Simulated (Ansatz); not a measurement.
**Cu: pressure series**

Start from Cu in the fcc (Cu type) structure (space group Fm-3m, No. 225; a = 3.630 Å).

Cell and atoms are relaxed at each pressure.

The values are results of PBE (Ansatz, a quantum-chemistry and plane-wave program), no spin-orbit coupling, not measurements.

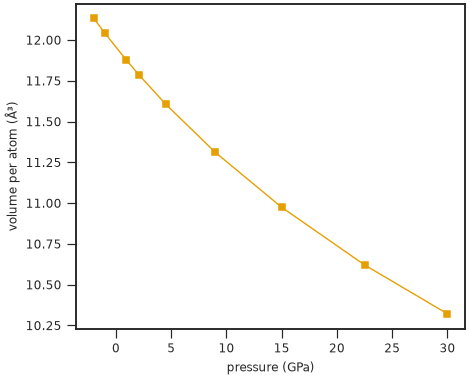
*Volume against pressure*

Estimate the zero-pressure bulk modulus from the plot.

About 140 GPa; a third-order Birch–Murnaghan fit to the points gives V₀ = 11.95 Å³/atom, B₀ = 142 GPa and B₀′ = 5.0.

Measured bulk modulus of Cu: 144.3 GPa (static lattice; corrected from measurement; as listed in Daniel Mejia-Rodriguez, S. B. Trickey, Phys. Rev. B (2018)); the computed value is 2 % below it.

Load acts through the strain it causes; cell and atoms are relaxed under it. No phonon test of stability was made. Competing high-pressure phases were not computed. All final runs are without spin polarisation.
